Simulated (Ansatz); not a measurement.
## Nudged elastic band of CH8Sn (part 2 of 2)

The same run, continued: CH8Sn; RKS B3LYP-D4/def2-SVP (Ansatz 0.2.0). It belongs to a series of runs on one base structure; here: band between the two ends.

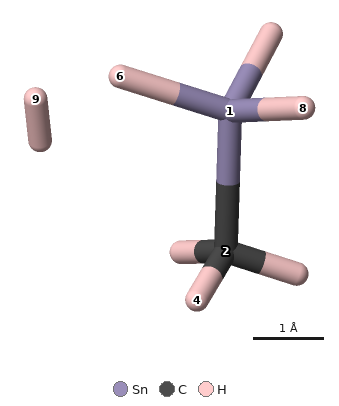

Fig. 1: The structure as given in the input (stick view, seen at a tilt; atoms are numbered from 1 in the order of the input). Sticks mark near contacts.

### The last band as extended XYZ, continued
```
10
Properties=species:S:1:pos:R:3:forces:R:3 image=7 energy=-6999.48524
Sn    0.2897    0.4163   -0.7683    0.0034   0.0057  -0.0229
C     0.0917    0.1573    3.1077   -0.0047  -0.0134  -0.0003
H    -0.9763    0.0582    2.8661   -0.0013  -0.0002   0.0251
H     0.5990   -0.7958    2.9000   -0.0021   0.0035   0.0225
H     0.2109    0.4186    4.1677   -0.0083  -0.0077   0.0364
H     1.4639   -0.2241   -1.8439   -0.0129   0.0034  -0.0397
H    -0.9676    1.1918   -1.6420    0.0035  -0.0059  -0.0411
H    -0.3782   -0.8591    0.1628    0.0103   0.0064  -0.0069
H     1.0442    1.5699    0.2528    0.0049  -0.0045  -0.0224
H     0.5325    0.9445    2.4823    0.0072   0.0127   0.0493
10
Properties=species:S:1:pos:R:3:forces:R:3 image=8 energy=-6999.50997
Sn    0.3466    0.3510   -0.8800    0.0029   0.0007  -0.0010
C     0.0353    0.2235    3.2197    0.0016   0.0119  -0.0052
H    -1.0024    0.1575    2.8627   -0.0012   0.0004  -0.0005
H     0.5495   -0.7273    3.0211    0.0014  -0.0003   0.0000
H     0.0391    0.4262    4.3000   -0.0019  -0.0001   0.0051
H     1.2236   -0.1701   -2.2614   -0.0025   0.0011  -0.0052
H    -1.0622    1.1936   -1.3833   -0.0018   0.0003   0.0018
H    -0.1059   -1.0119    0.0576    0.0035  -0.0023  -0.0015
H     1.3320    1.3983    0.0565    0.0021  -0.0028  -0.0039
H     0.5543    1.0365    2.6922   -0.0041  -0.0088   0.0106
10
Properties=species:S:1:pos:R:3:forces:R:3 image=9 energy=-6999.51800
Sn    0.3982    0.2777   -0.8267    0.0011  -0.0001   0.0008
C    -0.0163    0.2970    3.1659   -0.0006   0.0019  -0.0012
H    -1.0187    0.2373    2.7182   -0.0003   0.0007  -0.0019
H     0.5111   -0.6546    3.0097   -0.0012   0.0008  -0.0004
H    -0.1085    0.4944    4.2433   -0.0027  -0.0008   0.0002
H     0.9174   -0.0288   -2.4351   -0.0033   0.0017  -0.0018
H    -1.0810    1.1483   -0.8619   -0.0001  -0.0008   0.0058
H     0.1675   -1.2122   -0.0084    0.0036  -0.0022  -0.0006
H     1.5893    1.2069   -0.0129    0.0023  -0.0021  -0.0013
H     0.5508    1.1113    2.6930    0.0011   0.0011   0.0003
10
Properties=species:S:1:pos:R:3:forces:R:3 image=10 energy=-6999.52325
Sn    0.4442    0.2086   -0.7708    0.0037  -0.0023  -0.0123
C    -0.0631    0.3666    3.1113    0.0028   0.0047   0.0008
H    -1.0133    0.5438    2.5881   -0.0035   0.0013  -0.0012
H     0.3050   -0.6412    2.8732    0.0017  -0.0043  -0.0022
H    -0.2215    0.4516    4.1955   -0.0022  -0.0005   0.0054
H     0.6639    0.1049   -2.4714   -0.0022   0.0020  -0.0040
H    -1.0881    0.9055   -0.4370    0.0008  -0.0036   0.0028
H     0.5241   -1.3667   -0.0949   -0.0010   0.0061   0.0062
H     1.6814    1.1908   -0.1003   -0.0013  -0.0029   0.0065
H     0.6774    1.1135    2.7914    0.0012  -0.0006  -0.0020
```

The run was set up as follows.

### Input
```yaml
crystal:
  periodic: [false, false, false]
  atoms:
    - { symbol: Sn, position_ang: [-0.225213, -0.277434, 0.133194] }
    - { symbol: C, position_ang: [-0.227788, -0.295813, 2.301864] }
    - { symbol: H, position_ang: [-1.254685, -0.423391, 2.67347] }
    - { symbol: H, position_ang: [0.393035, -1.12494, 2.670596] }
    - { symbol: H, position_ang: [0.17686, 0.653045, 2.681061] }
    - { symbol: H, position_ang: [1.385094, -0.145454, -0.461536] }
    - { symbol: H, position_ang: [-1.142502, 1.058715, -0.448373] }
    - { symbol: H, position_ang: [-0.920546, -1.734082, -0.468604] }
    - { symbol: H, position_ang: [1.931201, 2.492661, 0.938916] }
    - { symbol: H, position_ang: [1.794441, 2.674193, 1.664608] }
basis:
  gaussian: { orbitals: def2-SVP }
hamiltonian:
  xc: b3lyp
  dispersion: d4
neb:
  order_check: false
  images: 9
  f_tol: 0.03
  max_iterations: 60
  final_atoms:
    - { symbol: Sn, position_ang: [0.44420708, 0.20864693, -0.77080868] }
    - { symbol: C, position_ang: [-0.06305321, 0.36664687, 3.11127551] }
    - { symbol: H, position_ang: [-1.01334064, 0.54377936, 2.58812284] }
    - { symbol: H, position_ang: [0.3050249, -0.64118651, 2.87315356] }
    - { symbol: H, position_ang: [-0.2215415, 0.45157275, 4.19553108] }
    - { symbol: H, position_ang: [0.66387503, 0.10494949, -2.47136813] }
    - { symbol: H, position_ang: [-1.08810154, 0.90546096, -0.43697657] }
    - { symbol: H, position_ang: [0.52405687, -1.36670411, -0.09484968] }
    - { symbol: H, position_ang: [1.68136127, 1.19084701, -0.10026704] }
    - { symbol: H, position_ang: [0.67740876, 1.11348727, 2.79138312] }
  initial_path:
    images:
      - { positions_ang: [[-0.225213, -0.277434, 0.133194], [-0.227788, -0.295813, 2.301864], [-1.254685, -0.423391, 2.67347], [0.393035, -1.12494, 2.670596], [0.17686, 0.653045, 2.681061], [1.385094, -0.145454, -0.461536], [-1.142502, 1.058715, -0.448373], [-0.920546, -1.734082, -0.468604], [1.931201, 2.492661, 0.938916], [1.794441, 2.674193, 1.664608]] }
      - { positions_ang: [[-0.17926045, -0.21831159, 0.10554335], [-0.185738, -0.23909668, 2.34042284], [-1.20903245, -0.39981782, 2.7093195], [0.46087155, -1.0486014, 2.70906322], [0.18784204, 0.72214759, 2.72078868], [1.43808901, -0.11799095, -0.48328978], [-1.07018409, 1.13923021, -0.4734803], [-0.90410692, -1.66276794, -0.49667349], [1.76518892, 2.31443769, 0.88458579], [1.60622738, 2.38827089, 1.6689162]] }
      - { positions_ang: [[-0.1333079, -0.15918918, 0.0778927], [-0.14368801, -0.18238035, 2.37898168], [-1.1633799, -0.37624464, 2.745169], [0.5287081, -0.9722628, 2.74753044], [0.19882409, 0.79125017, 2.76051636], [1.49108403, -0.09052791, -0.50504356], [-0.99786618, 1.21974542, -0.4985876], [-0.88766783, -1.59145388, -0.52474299], [1.59917684, 2.13621438, 0.83025557], [1.41801377, 2.10234879, 1.67322441]] }
      - { positions_ang: [[-0.08735534, -0.10006677, 0.05024204], [-0.10163801, -0.12566403, 2.41754052], [-1.11772735, -0.35267145, 2.78101851], [0.59654465, -0.89592421, 2.78599766], [0.20980613, 0.86035276, 2.80024404], [1.54407904, -0.06306486, -0.52679734], [-0.92554827, 1.30026063, -0.5236949], [-0.87122875, -1.52013982, -0.55281248], [1.43316475, 1.95799107, 0.77592536], [1.22980015, 1.81642668, 1.67753261]] }
      - { positions_ang: [[-0.04140279, -0.04094437, 0.02259139], [-0.05958801, -0.0689477, 2.45609936], [-1.0720748, -0.32909827, 2.81686801], [0.6643812, -0.81958561, 2.82446487], [0.22078817, 0.92945534, 2.83997171], [1.59707405, -0.03560182, -0.54855113], [-0.85323036, 1.38077585, -0.5488022], [-0.85478967, -1.44882576, -0.58088198], [1.26715267, 1.77976776, 0.72159514], [1.04158653, 1.53050457, 1.68184081]] }
      - { positions_ang: [[0.00454976, 0.01817804, -0.00505926], [-0.01753802, -0.01223138, 2.4946582], [-1.02642224, -0.30552509, 2.85271751], [0.73221775, -0.74324701, 2.86293209], [0.23177022, 0.99855793, 2.87969939], [1.65006906, -0.00813877, -0.57030491], [-0.78091245, 1.46129106, -0.5739095], [-0.83835059, -1.3775117, -0.60895147], [1.10114059, 1.60154446, 0.66726493], [0.85337292, 1.24458247, 1.68614902]] }
      - { positions_ang: [[0.09248122, 0.05627182, -0.15820914], [-0.02664106, 0.06354427, 2.61798166], [-1.02380592, -0.1356642, 2.79979857], [0.64677918, -0.72283491, 2.86497639], [0.14110787, 0.88916089, 3.14286573], [1.45283026, 0.01447888, -0.95051755], [-0.84235027, 1.35012504, -0.54652291], [-0.5658691, -1.37535018, -0.50613112], [1.21718472, 1.51940497, 0.51375853], [0.81818009, 1.21836343, 1.90719584]] }
      - { positions_ang: [[0.18041269, 0.0943656, -0.31135903], [-0.0357441, 0.13931992, 2.74130512], [-1.0211896, 0.03419669, 2.74687964], [0.56134061, -0.70242281, 2.86702068], [0.05044553, 0.77976386, 3.40603207], [1.25559145, 0.03709653, -1.33073019], [-0.90378809, 1.23895902, -0.51913633], [-0.2933876, -1.37318866, -0.40331076], [1.33322886, 1.43726548, 0.36025214], [0.78298725, 1.19214439, 2.12824266]] }
      - { positions_ang: [[0.26834415, 0.13245937, -0.46450891], [-0.04484714, 0.21509557, 2.86462859], [-1.01857328, 0.20405758, 2.69396071], [0.47590204, -0.68201071, 2.86906497], [-0.04021682, 0.67036682, 3.6691984], [1.05835264, 0.05971418, -1.71094284], [-0.96522591, 1.127793, -0.49174974], [-0.02090611, -1.37102715, -0.3004904], [1.44927299, 1.35512599, 0.20674575], [0.74779442, 1.16592535, 2.34928948]] }
      - { positions_ang: [[0.35627562, 0.17055315, -0.6176588], [-0.05395018, 0.29087122, 2.98795205], [-1.01595696, 0.37391847, 2.64104177], [0.39046347, -0.66159861, 2.87110927], [-0.13087916, 0.56096978, 3.93236474], [0.86111383, 0.08233183, -2.09115548], [-1.02666372, 1.01662698, -0.46436316], [0.25157538, -1.36886563, -0.19767004], [1.56531713, 1.2729865, 0.05323936], [0.71260159, 1.13970631, 2.5703363]] }
      - { positions_ang: [[0.44420708, 0.20864693, -0.77080868], [-0.06305321, 0.36664687, 3.11127551], [-1.01334064, 0.54377936, 2.58812284], [0.3050249, -0.64118651, 2.87315356], [-0.2215415, 0.45157275, 4.19553108], [0.66387503, 0.10494949, -2.47136813], [-1.08810154, 0.90546096, -0.43697657], [0.52405687, -1.36670411, -0.09484968], [1.68136127, 1.19084701, -0.10026704], [0.67740876, 1.11348727, 2.79138312]] }
```

Command:
```bash
ansatz run input.yaml --threads 2 --pin off --max-ram 3072MiB --backend cpu --events-out ev --progress --plain --runs-dir out
```

### Key numbers

```json
{"quantity": "outcome", "value": "converged"}
{"quantity": "barrier, forward", "value": "2.939 eV"}
{"quantity": "barrier, backward", "value": "3.529 eV"}
{"quantity": "hardware", "value": "2 threads of AMD EPYC (Zen 5), 32 GiB of memory available, shared host"}
{"quantity": "wall time", "value": "3.6 min (CPU time 6.7 min)"}
{"quantity": "peak memory", "value": "0.19 GiB"}
```

### Remarks

The order of the saddle point was not checked.
